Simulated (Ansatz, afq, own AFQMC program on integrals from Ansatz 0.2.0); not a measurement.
# AlH₃Br (doublet): quantum Monte Carlo beside coupled cluster at distance Al1–H4 along a hydrogen transfer = 1.853 Å, cc-pVTZ

Aim: compute AlH₃Br (doublet) with auxiliary-field quantum Monte Carlo on the same integrals as coupled cluster, and set the energies side by side.

Program: Ansatz 0.2.0, Gaussian basis, and an in-house AFQMC program (afq) on its integrals; all values are calculated. Level of theory: cc-pVTZ, frozen cores. These are calculated values, not measurements.

To be run: CCSD(T) on UHF; PBE (unrestricted); CCSD(T) on UHF; r2SCAN (unrestricted); CCSD(T) on UHF; PBE0 (unrestricted); B3LYP (unrestricted); wB97M-V (unrestricted); B2PLYP (unrestricted); Phaseless AFQMC, CISD trial on UHF.

## 1. The geometry

The geometry derives from fragments relaxed apart (PBE0/def2-TZVP) and kept rigid, so it is no stationary point. A hydrogen atom is moved between rigid fragments. No spin-orbit coupling is included. The filled d shell of Br may be among the frozen orbitals whatever the setting's name suggests; the logs give the count.

5 atoms, charge 0, spin multiplicity 2.

Atoms are counted from 1 here; the program's logs count them from 0.

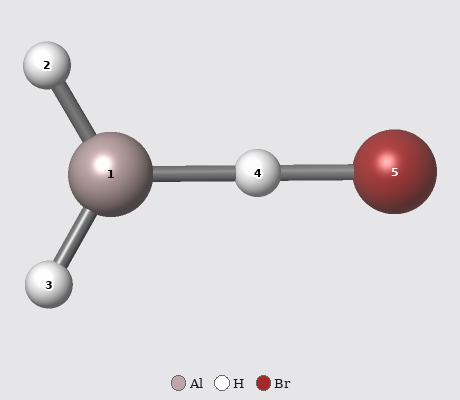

The structure; aluminium light grey, hydrogen white, bromine red; atoms are numbered from 1 in the order of the file.

## 2. CCSD(T) on UHF

File in.yaml:

```yaml
crystal:
  periodic: [false, false, false]
  atoms:
    - {symbol: Al, position_ang: [-2.607288, 0.000000, 0.000000]}
    - {symbol: H, position_ang: [-3.400211, 1.373384, 0.000000]}
    - {symbol: H, position_ang: [-3.400211, -1.373384, 0.000000]}
    - {symbol: H, position_ang: [-0.754288, 0.000000, 0.000000]}
    - {symbol: Br, position_ang: [0.975712, 0.000000, 0.000000]}
basis:
  gaussian: {orbitals: cc-pVTZ}
magnetization: {spin_polarized: true, initial_magnetization: 1}
correlation: {method: ccsd_t, electrons: outside_noble_gas, hamiltonian_folder: ham}
```

The run is started by

```console
$ ansatz run in.yaml --threads 1 --pin off --events-out ev --progress --plain --max-ram 16896MiB --backend cuda --devices 0, --max-vram 18GiB
```

Log, shortened:

```text
Functional definition: HF
  name "HF"
  cite "Fock, Z. Phys. 61, 126 (1930) doi:10.1007/BF01340294"
  parent pbe
[...]
725 factors; integrals over basis functions are off by at most 1.6e-3 eV
[...]
mean field -76629.30848286 eV, -2816.0751455343 hartree, gradient 2.6e-6 eV, S^2 0.780969; 4 other end points of the search recorded, 0 dependent functions left out
determinant -76629.30848286 eV, -2816.0751455343 hartree, with singles and doubles -76637.26220131 eV, -2816.3674392963 hartree
determinant -76627.15248724 eV, -2815.9959141565 hartree, with singles and doubles -76635.04881707 eV, -2816.2860989254 hartree
determinant -76627.13754845 eV, -2815.9953651662 hartree, with singles and doubles -76635.03242541 eV, -2816.2854965431 hartree
determinant -76626.17392279 eV, -2815.9599525762 hartree, with singles and doubles -76634.51001984 eV, -2816.2662984925 hartree
19 core orbitals not correlated: weight in the atoms' cores, before any rotation towards them, 1.000 or more for the frozen orbitals, at most 0.000 for the correlated occupied ones
reference -76629.30848286 eV, -2816.0751455343 hartree; 7, 6 occupied and 93, 94 virtual orbitals, 725 factors
second order -6.77468565 eV of doubles, -0.00000000 eV of singles
cycle   1  -7.82919115 eV  change   -3.5e-1 eV  update   2.0e-2
[...]
cycle   9  -7.84211665 eV  change    4.8e-7 eV  update   8.6e-6
perturbative correction -0.24769737 eV, -0.0091027103 hartree
Total energy: -76637.39829688 eV, -2816.3724407159 hartree
```

Wall time 5.5 s (1 × NVIDIA H100 80GB HBM3 with 1 thread of AMD EPYC 7R13 (Zen 3), shared host); peak host memory 2 GiB.

From the report: ⟨S²⟩ of the determinant 0.781 (pure doublet: 0.75); correlation -8.0898 eV; T1 0.015; largest double amplitude 0.04.

This run also writes the integrals to the folder ham.

## 3. PBE (unrestricted)

Edit in.yaml of step 2 so:

```diff
@@ -11,2 +11,3 @@
 magnetization: {spin_polarized: true, initial_magnetization: 1}
-correlation: {method: ccsd_t, electrons: outside_noble_gas, hamiltonian_folder: ham}
+hamiltonian: {xc: {name: PBE}}
+output: {orbitals: {seedname: orbitals}}
```

The run is started by

```console
$ ansatz run in.yaml --threads 1 --pin off --events-out ev --progress --plain --max-ram 5632MiB --backend cpu
```

Log:

```text
Functional definition: PBE
  name "PBE"
  cite "Perdew, Burke & Ernzerhof, Phys. Rev. Lett. 77, 3865 (1996) doi:10.1103/PhysRevLett.77.3865"
  parent pbe
  parameter kappa = 0.804
  parameter beta = 0.06672455060314922
  exchange = pbe_x(kappa = kappa, mu = beta*pi^2/3)
  correlation = pbe_c(beta = beta)
827 factors; their error is unknown
mean field evaluation 1: about -76676.4069 eV, gradient 1.2e1 eV
mean field evaluation 2: about -76677.0109 eV, gradient 7.9e0 eV
mean field evaluation 4: about -76677.4675 eV, gradient 7.3e-1 eV
mean field evaluation 8: about -76677.4615 eV, gradient 1.2e-1 eV
mean field evaluation 16: about -76674.0899 eV, gradient 1.0e1 eV
mean field evaluation 32: about -76675.3583 eV, gradient 1.6e0 eV
mean field -76677.46154507 eV, -2817.8447379313 hartree, gradient 6.0e-5 eV, S^2 0.752223; 6 other end points of the search recorded, 0 dependent functions left out
reference -76677.46158734 eV, -2817.8447394847 hartree; 26, 25 occupied and 93, 94 virtual orbitals, 827 factors
Total energy: -76677.46158734 eV, -2817.8447394847 hartree
```

Wall time 9 s (1 thread of AMD EPYC 7R13 (Zen 3), shared host); peak memory 2 GiB.

From the report: ⟨S²⟩ of the determinant 0.752 (pure doublet: 0.75).

## 4. CCSD(T) on UHF

Edit in.yaml of step 3 so:

```diff
@@ -9,5 +9,4 @@
 basis:
-  gaussian: {orbitals: cc-pVTZ}
+  gaussian: {orbitals: def2-TZVPP}
 magnetization: {spin_polarized: true, initial_magnetization: 1}
-hamiltonian: {xc: {name: PBE}}
-output: {orbitals: {seedname: orbitals}}
+correlation: {method: ccsd_t, electrons: outside_noble_gas}
```

The run is started by

```console
$ ansatz run in.yaml --threads 1 --pin off --events-out ev --progress --plain --max-ram 16896MiB --backend cuda --devices 0, --max-vram 18GiB
```

Log, shortened:

```text
Functional definition: HF
  name "HF"
  cite "Fock, Z. Phys. 61, 126 (1930) doi:10.1007/BF01340294"
  parent pbe
[...]
806 factors; integrals over basis functions are off by at most 1.6e-3 eV
[...]
mean field -76627.94822834 eV, -2816.0251571028 hartree, gradient 4.9e-6 eV, S^2 0.781075; 4 other end points of the search recorded, 0 dependent functions left out
determinant -76627.94822834 eV, -2816.0251571028 hartree, with singles and doubles -76635.93393048 eV, -2816.3186262434 hartree
determinant -76625.78938713 eV, -2815.9458211514 hartree, with singles and doubles -76633.71163449 eV, -2816.2369583722 hartree
determinant -76625.77429164 eV, -2815.9452664026 hartree, with singles and doubles -76633.69630908 eV, -2816.2363951736 hartree
determinant -76624.81939626 eV, -2815.9101746445 hartree, with singles and doubles -76633.17812938 eV, -2816.2173524210 hartree
19 core orbitals not correlated: weight in the atoms' cores, before any rotation towards them, 1.000 or more for the frozen orbitals, at most 0.000 for the correlated occupied ones
reference -76627.94822834 eV, -2816.0251571028 hartree; 7, 6 occupied and 106, 107 virtual orbitals, 806 factors
second order -6.80581801 eV of doubles, -0.00000000 eV of singles
cycle   1  -7.85428111 eV  change   -3.5e-1 eV  update   2.0e-2
[...]
cycle   9  -7.86740491 eV  change   -2.4e-7 eV  update   1.0e-5
perturbative correction -0.25266665 eV, -0.0092853282 hartree
Total energy: -76636.06829991 eV, -2816.3235642288 hartree
```

It took 5.5 s on 1 × NVIDIA H100 80GB HBM3 with 1 thread of AMD EPYC 7R13 (Zen 3), shared host; peak host memory 2 GiB.

From the report: ⟨S²⟩ of the determinant 0.781 (pure doublet: 0.75); correlation -8.1201 eV; T1 0.015; largest double amplitude 0.03.

## 5. r2SCAN (unrestricted)

Edit in.yaml of step 4 so:

```diff
@@ -9,4 +9,4 @@
 basis:
-  gaussian: {orbitals: def2-TZVPP}
+  gaussian: {orbitals: cc-pVTZ}
 magnetization: {spin_polarized: true, initial_magnetization: 1}
-correlation: {method: ccsd_t, electrons: outside_noble_gas}
+hamiltonian: {xc: {name: r2SCAN}}
```

The run is started by

```console
$ ansatz run in.yaml --threads 1 --pin off --events-out ev --progress --plain --max-ram 5632MiB --backend cpu
```

Log:

```text
Functional definition: r2SCAN
  name "r2SCAN"
  cite "Furness, Kaplan, Ning, Perdew & Sun, J. Phys. Chem. Lett. 11, 8208 (2020) doi:10.1021/acs.jpclett.0c02405"
  cite "Furness, Kaplan, Ning, Perdew & Sun, J. Phys. Chem. Lett. 11, 9248 (2020) doi:10.1021/acs.jpclett.0c03077"
  parent r2scan
  parameter k0 = 0.174
  parameter k1 = 0.065
  parameter a1 = 4.9479
  exchange = r2scan_x(k0 = k0, k1 = k1, a1 = a1)
  correlation = r2scan_c
827 factors; their error is unknown
mean field evaluation 1: about -76689.9833 eV, gradient 9.8e0 eV
mean field evaluation 2: about -76690.4477 eV, gradient 6.2e0 eV
mean field evaluation 4: about -76690.7039 eV, gradient 6.5e-1 eV
mean field evaluation 8: about -76690.6955 eV, gradient 1.3e-1 eV
mean field evaluation 16: about -76690.6956 eV, gradient 7.7e-5 eV
mean field -76690.69555287 eV, -2818.3310787475 hartree, gradient 7.7e-5 eV, S^2 0.755553; 0 other end points of the search recorded, 0 dependent functions left out
reference -76690.69556859 eV, -2818.3310793251 hartree; 26, 25 occupied and 93, 94 virtual orbitals, 827 factors
Total energy: -76690.69556859 eV, -2818.3310793251 hartree
```

Wall time 6.5 s (1 thread of AMD EPYC 7R13 (Zen 3), shared host); peak memory 2 GiB.

From the report: ⟨S²⟩ of the determinant 0.756 (pure doublet: 0.75).

## 6. CCSD(T) on UHF

Edit in.yaml of step 5 so:

```diff
@@ -9,4 +9,4 @@
 basis:
-  gaussian: {orbitals: cc-pVTZ}
+  gaussian: {orbitals: "def2-QZVPP.json"}
 magnetization: {spin_polarized: true, initial_magnetization: 1}
-hamiltonian: {xc: {name: r2SCAN}}
+correlation: {method: ccsd_t, electrons: outside_noble_gas}
```

The run is started by

```console
$ ansatz run in.yaml --threads 1 --pin off --events-out ev --progress --plain --max-ram 16896MiB --backend cuda --devices 0, --max-vram 18GiB
```

Log, shortened:

```text
Functional definition: HF
  name "HF"
  cite "Fock, Z. Phys. 61, 126 (1930) doi:10.1007/BF01340294"
  parent pbe
[...]
1514 factors; integrals over basis functions are off by at most 9.9e-4 eV
[...]
mean field -76629.50495770 eV, -2816.0823658516 hartree, gradient 1.2e-6 eV, S^2 0.781493; 2 other end points of the search recorded, 0 dependent functions left out
determinant -76629.50495770 eV, -2816.0823658516 hartree, with singles and doubles -76638.15371814 eV, -2816.4002019354 hartree
determinant -76627.34826428 eV, -2816.0031088301 hartree, with singles and doubles -76635.91938779 eV, -2816.3180918093 hartree
determinant -76627.33426725 eV, -2816.0025944488 hartree, with singles and doubles -76635.90412338 eV, -2816.3175308528 hartree
19 core orbitals not correlated: weight in the atoms' cores, before any rotation towards them, 1.000 or more for the frozen orbitals, at most 0.000 for the correlated occupied ones
reference -76629.50495770 eV, -2816.0823658516 hartree; 7, 6 occupied and 223, 224 virtual orbitals, 1514 factors
second order -7.44813607 eV of doubles, -0.00000000 eV of singles
cycle   1  -8.41393570 eV  change   -7.6e-1 eV  update   2.4e-2
[...]
cycle   9  -8.43944411 eV  change    9.3e-6 eV  update   1.2e-5
perturbative correction -0.30034684 eV, -0.0110375430 hartree
Total energy: -76638.24474866 eV, -2816.4035472453 hartree
```

Run time: 8 s. Hardware: 1 × NVIDIA H100 80GB HBM3 with 1 thread of AMD EPYC 7R13 (Zen 3), shared host; peak host memory 2 GiB.

From the report: ⟨S²⟩ of the determinant 0.781 (pure doublet: 0.75); correlation -8.7398 eV; T1 0.015; largest double amplitude 0.03.

## 7. PBE0 (unrestricted)

Edit in.yaml of step 6 so:

```diff
@@ -9,4 +9,5 @@
 basis:
-  gaussian: {orbitals: "def2-QZVPP.json"}
+  gaussian: {orbitals: cc-pVTZ}
 magnetization: {spin_polarized: true, initial_magnetization: 1}
-correlation: {method: ccsd_t, electrons: outside_noble_gas}
+hamiltonian: {xc: {name: PBE0}}
+output: {orbitals: {seedname: orbitals}}
```

The run is started by

```console
$ ansatz run in.yaml --threads 1 --pin off --events-out ev --progress --plain --max-ram 5632MiB --backend cpu
```

Log:

```text
Functional definition: PBE0
  name "PBE0"
  cite "Adamo & Barone, J. Chem. Phys. 110, 6158 (1999) doi:10.1063/1.478522"
  cite "Perdew, Burke & Ernzerhof, Phys. Rev. Lett. 77, 3865 (1996) doi:10.1103/PhysRevLett.77.3865"
  parent pbe
  parameter a = 0.25
  parameter kappa = 0.804
  parameter beta = 0.06672455060314922
  exchange = (1 - a)*pbe_x(kappa = kappa, mu = beta*pi^2/3) + a*exact_x
  correlation = pbe_c(beta = beta)
878 factors; their error is unknown
mean field evaluation 1: about -76679.7913 eV, gradient 8.3e0 eV
mean field evaluation 2: about -76680.0948 eV, gradient 5.9e0 eV
mean field evaluation 4: about -76680.3084 eV, gradient 3.6e-1 eV
mean field evaluation 8: about -76680.5520 eV, gradient 1.7e-1 eV
mean field evaluation 16: about -76680.5521 eV, gradient 8.0e-5 eV
mean field -76680.55206896 eV, -2817.9583125893 hartree, gradient 8.0e-5 eV, S^2 0.755614; 0 other end points of the search recorded, 0 dependent functions left out
reference -76680.55210089 eV, -2817.9583137626 hartree; 26, 25 occupied and 93, 94 virtual orbitals, 878 factors
Total energy: -76680.55210089 eV, -2817.9583137626 hartree
```

Run time: 3.6 s. Hardware: 1 thread of AMD EPYC 7R13 (Zen 3), shared host; peak memory 2 GiB.

From the report: ⟨S²⟩ of the determinant 0.756 (pure doublet: 0.75).

## 8. B3LYP (unrestricted)

Edit in.yaml of step 7 so:

```diff
@@ -11,3 +11,2 @@
 magnetization: {spin_polarized: true, initial_magnetization: 1}
-hamiltonian: {xc: {name: PBE0}}
-output: {orbitals: {seedname: orbitals}}
+hamiltonian: {xc: {name: B3LYP}}
```

Same command.

Log, shortened:

```text
Functional definition: B3LYP
  name "B3LYP"
  cite "Stephens, Devlin, Chabalowski & Frisch, J. Phys. Chem. 98, 11623 (1994) doi:10.1021/j100096a001"
  cite "Becke, Phys. Rev. A 38, 3098 (1988) doi:10.1103/PhysRevA.38.3098"
  cite "Lee, Yang & Parr, Phys. Rev. B 37, 785 (1988) doi:10.1103/PhysRevB.37.785"
  cite "Vosko, Wilk & Nusair, Can. J. Phys. 58, 1200 (1980) doi:10.1139/p80-159"
[...]
869 factors; their error is unknown
[...]
mean field -76693.54264960 eV, -2818.4357076226 hartree, gradient 1.1e-5 eV, S^2 0.753944; 0 other end points of the search recorded, 0 dependent functions left out
reference -76693.54290412 eV, -2818.4357169759 hartree; 26, 25 occupied and 93, 94 virtual orbitals, 869 factors
Total energy: -76693.54290412 eV, -2818.4357169759 hartree
```

It took 3.6 s on 1 thread of AMD EPYC 7R13 (Zen 3), shared host; peak memory 2 GiB.

From the report: ⟨S²⟩ of the determinant 0.754 (pure doublet: 0.75).

## 9. wB97M-V (unrestricted)

Edit in.yaml of step 8 so:

```diff
@@ -11,2 +11,3 @@
 magnetization: {spin_polarized: true, initial_magnetization: 1}
-hamiltonian: {xc: {name: B3LYP}}
+hamiltonian: {xc: {name: wB97M-V}}
+output: {orbitals: {seedname: orbitals}}
```

Launched as before.

Log, shortened:

```text
Functional definition: wB97M-V
  name "wB97M-V"
  cite "Mardirossian & Head-Gordon, J. Chem. Phys. 144, 214110 (2016) doi:10.1063/1.4952647"
  cite "Becke, J. Chem. Phys. 107, 8554 (1997) doi:10.1063/1.475007"
  cite "Vydrov & Van Voorhis, J. Chem. Phys. 133, 244103 (2010) doi:10.1063/1.3521275"
  # Of w^i u^j: cxij and so on, Table III.
[...]
  gx(w, u) = 1 - cx + cx01*u + cx10*w
  gss(w, u) = css00 + css04*u^4 + css10*w + css20*w^2 + css43*w^4*u^3
  gos(w, u) = cos00 + cos10*w + (cos20 + cos21*u)*w^2 + (cos60 + cos61*u)*w^6
[...]
      + integral(e_c_pw_mod_opposite_spin*gos(b97_w_opposite, b97_u_opposite)) + vv10(b, c)
849 factors; their error is unknown
177 factors; integrals over basis functions are off by at most 4.2e-5 eV
[...]
mean field -76687.00890494 eV, -2818.1955969350 hartree, gradient 3.7e-5 eV, S^2 0.755031; 0 other end points of the search recorded, 0 dependent functions left out
reference -76687.00895358 eV, -2818.1955987224 hartree; 26, 25 occupied and 93, 94 virtual orbitals, 849 factors
Total energy: -76687.00895358 eV, -2818.1955987224 hartree
```

Run time: 13 s. Hardware: 1 thread of AMD EPYC 7R13 (Zen 3), shared host; peak memory 2 GiB.

From the report: ⟨S²⟩ of the determinant 0.755 (pure doublet: 0.75).

## 10. B2PLYP (unrestricted)

Edit in.yaml of step 9 so:

```diff
@@ -11,3 +11,3 @@
 magnetization: {spin_polarized: true, initial_magnetization: 1}
-hamiltonian: {xc: {name: wB97M-V}}
-output: {orbitals: {seedname: orbitals}}
+hamiltonian: {xc: {name: B2PLYP}}
+correlation: {electrons: outside_noble_gas}
```

Same command.

Log, shortened:

```text
Functional definition: B2PLYP
  name "B2PLYP"
  cite "Grimme, J. Chem. Phys. 124, 034108 (2006) doi:10.1063/1.2148954"
  cite "Becke, Phys. Rev. A 38, 3098 (1988) doi:10.1103/PhysRevA.38.3098"
  cite "Lee, Yang & Parr, Phys. Rev. B 37, 785 (1988) doi:10.1103/PhysRevB.37.785"
[...]
725 factors; integrals over basis functions are off by at most 1.6e-3 eV
[...]
mean field -76674.92124908 eV, -2817.7513837753 hartree, gradient 3.0e-6 eV, S^2 0.761640; 0 other end points of the search recorded, 0 dependent functions left out
19 core orbitals not correlated: weight in the atoms' cores, before any rotation towards them, 1.000 or more for the frozen orbitals, at most 0.000 for the correlated occupied ones
reference -76674.92141094 eV, -2817.7513897238 hartree; 7, 6 occupied and 93, 94 virtual orbitals, 725 factors
second order -8.35787394 eV of doubles, -0.00000000 eV of singles
Total energy: -76677.17803691 eV, -2817.8343191984 hartree
```

It took 5 s on 1 thread of AMD EPYC 7R13 (Zen 3), shared host; peak memory 2 GiB.

From the report: ⟨S²⟩ of the determinant 0.762 (pure doublet: 0.75).

## 11. Phaseless AFQMC, CISD trial on UHF

It reads the integrals that the CCSD(T) run on this determinant wrote.

The run is started by

```console
$ afq ham --method phaseless --trial cisd --walkers 900 --populations 20 --least-time 60 --time-step 0.005 --steps-per-block 50 --equilibration-blocks 28 --max-blocks 4000 --target-error 0.00021 --factor-cut 1e-05 --start spin_pure --seed 2809 --release-times 0.24,0.51,0.99,1.62,2.4 --release-step 0.03 --release-every 3 --taylor-order 6
```

Log:

```text
orbitals 100  electrons 7 6  factors 657 of 725
reference energy -2816.07514553 Eh
CCSD correlation -0.28819262 Eh in 11 cycles, weight of the determinant in the CISD state 0.8627
energy of the start -2816.361845 Eh
 block  time / (1/Eh)  mean weight  energy / Eh
     1     0.250  0.9998  -2816.357714
     2     0.500  1.0006  -2816.360667
     3     0.750  0.9995  -2816.363656
     4     1.000  0.9997  -2816.365825
     5     1.250  1.0004  -2816.367838
     6     1.500  1.0001  -2816.369285
     7     1.750  0.9997  -2816.370963
     8     2.000  1.0005  -2816.371571
     9     2.250  1.0001  -2816.371795
    10     2.500  0.9997  -2816.372642
    13     3.250  0.9999  -2816.372103
    16     4.000  0.9996  -2816.373273
    19     4.750  1.0009  -2816.373607
    22     5.500  1.0001  -2816.372479
    25     6.250  1.0001  -2816.373174
    28     7.000  0.9997  -2816.373150
    31     7.750  0.9997  -2816.373299
    34     8.500  1.0004  -2816.374339
    37     9.250  1.0000  -2816.372602
    40    10.000  1.0002  -2816.374286
    43    10.750  1.0005  -2816.374481
    46    11.500  1.0003  -2816.374502
    49    12.250  1.0003  -2816.373084
    52    13.000  0.9997  -2816.372993
    55    13.750  0.9994  -2816.371583
    58    14.500  1.0000  -2816.373713
    61    15.250  0.9998  -2816.374153
    64    16.000  1.0007  -2816.373368
    67    16.750  0.9996  -2816.374649
    70    17.500  0.9995  -2816.373837
    73    18.250  1.0004  -2816.372785
    76    19.000  0.9996  -2816.374527
    79    19.750  0.9993  -2816.373636
    82    20.500  0.9997  -2816.373128
    85    21.250  0.9998  -2816.372293
    88    22.000  0.9998  -2816.371740
    91    22.750  1.0002  -2816.374231
    94    23.500  1.0002  -2816.371251
    97    24.250  1.0000  -2816.372581
   100    25.000  1.0003  -2816.372502
   103    25.750  0.9989  -2816.372981
   106    26.500  0.9999  -2816.374248
   109    27.250  1.0000  -2816.374513
   112    28.000  0.9995  -2816.373268
   115    28.750  1.0009  -2816.372094
   118    29.500  0.9995  -2816.372605
   121    30.250  1.0001  -2816.373548
   124    31.000  1.0002  -2816.374368
   127    31.750  1.0002  -2816.373808
   130    32.500  1.0001  -2816.373986
   133    33.250  0.9995  -2816.374507
   136    34.000  1.0008  -2816.373195
   139    34.750  0.9998  -2816.373397
   142    35.500  1.0001  -2816.374030
   145    36.250  1.0007  -2816.374697
   148    37.000  1.0004  -2816.374229
error from the spread of 20 populations
released: time / (1/Eh)  energy / Eh  error  mean overlap
  0.24  -2816.373903  0.000178  0.9968
  0.51  -2816.374128  0.000164  0.9905
  0.99  -2816.373847  0.000125  0.9965
  1.62  -2816.374001  0.000170  0.9928
  2.40  -2816.374196  0.000242  0.9879
energy -2816.373574 +/- 0.000198 Eh
```

It took 1.9 min on 1 × NVIDIA H100 80GB HBM3 with 2 threads of AMD EPYC 7R13 (Zen 3), shared host; peak host memory 2 GiB.

Energy -76637.4291 ± 0.0054 eV. Caveats: constraint bias not in the error.

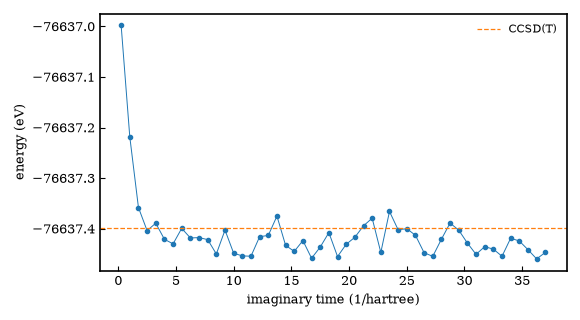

Block energies along the walk.

## 12. AFQMC on the ladder

On the UHF determinant, counted from CCSD(T) (a yardstick, not exact):

```csv
level,energy (eV),from CCSD(T) (meV),statistical error (meV),time
HF,-76629.3085,+8089.8,,
MP2,-76636.0832,+1315.1,,
CCSD,-76637.1506,+247.7,,
CCSD(T),-76637.3983,0.0,,
"Phaseless AFQMC, CISD trial, step 0.005, 900 walkers",-76637.4291,-30.8,5.4,1.9 min
```

The functionals' totals stand on their own zeros and serve differences with other points: PBE -76677.462 eV; r2SCAN -76690.696 eV; PBE0 -76680.552 eV; B3LYP -76693.543 eV; wB97M-V -76687.009 eV; B2PLYP -76677.178 eV.

## 13. Outcome

| quantity | value |
| --- | --- |
| Phaseless AFQMC, CISD trial on UHF from CCSD(T) | -30.8 ± 5.4 meV |

**Reading.** On UHF the phaseless walk with the CISD trial lies -30.8 meV from CCSD(T), 6 times its error bar. Error bars are statistical and leave out the constraint, the time step and what remains of the start.
